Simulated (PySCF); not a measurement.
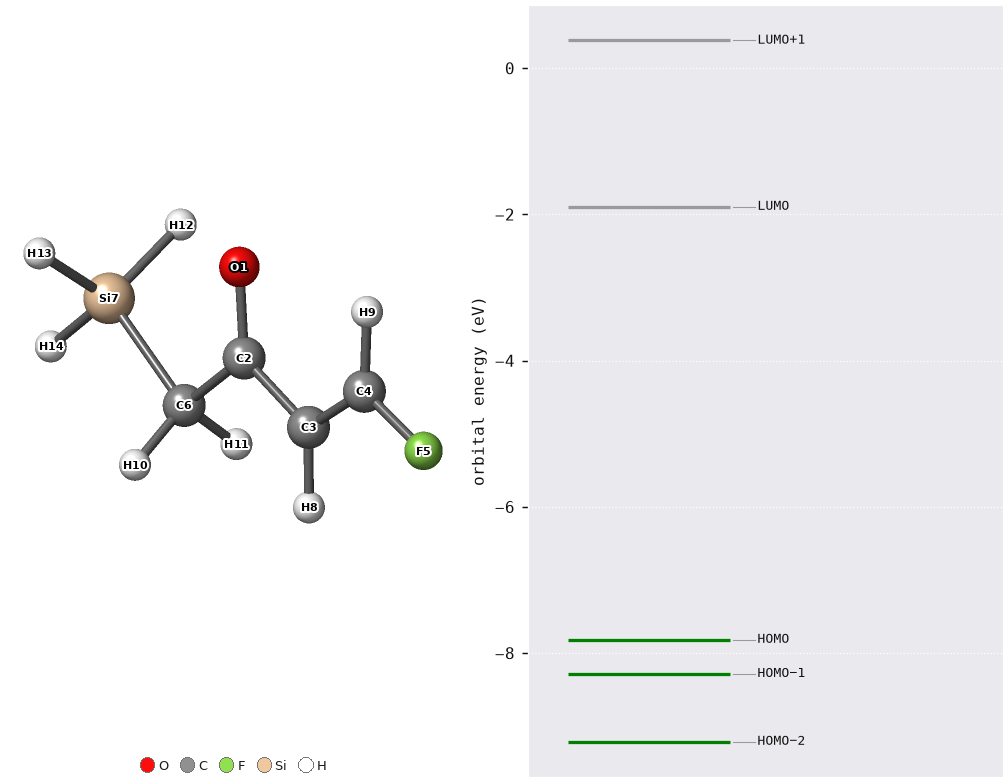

C₄H₇FOSi, SMILES O=C(/C=C/F)C[SiH3]. Kohn-Sham orbital energies near the frontier, PBE0/def2-SVPD, PySCF, at a GFN2-xTB geometry (no frequency check), isolated molecule; empty levels in grey, levels within 0.03 eV side by side.

Q: Where do the frontier orbitals lie?

A: HOMO at −7.82 eV, LUMO at −1.89 eV, 5.92 eV apart.

Q: On which atoms do HOMO and LUMO mostly sit?

A: HOMO: O1 62 %, C2 11 %, C6 10 %. LUMO: C4 25 %, C2 23 %, O1 19 % (Löwdin shares).

Q: List the levels with the atoms that carry most of them (a dash for levels above zero or within 0.03 eV of another, where shares mean little).

A:
| orbital | energy (eV) | Löwdin shares |
| --- | --- | --- |
| LUMO+1 | 0.38 | – |
| LUMO | −1.89 | C4 25 %, C2 23 %, O1 19 % |
| HOMO | −7.82 | O1 62 %, C2 11 %, C6 10 % |
| HOMO−1 | −8.28 | C3 34 %, C4 26 %, O1 14 % |
| HOMO−2 | −9.21 | C6 34 %, Si7 28 %, H14 14 % |

Note: the tight-binding geometry is rougher than a DFT one and adds to the error; one conformer of a flexible molecule; empty levels above zero depend strongly on the basis.
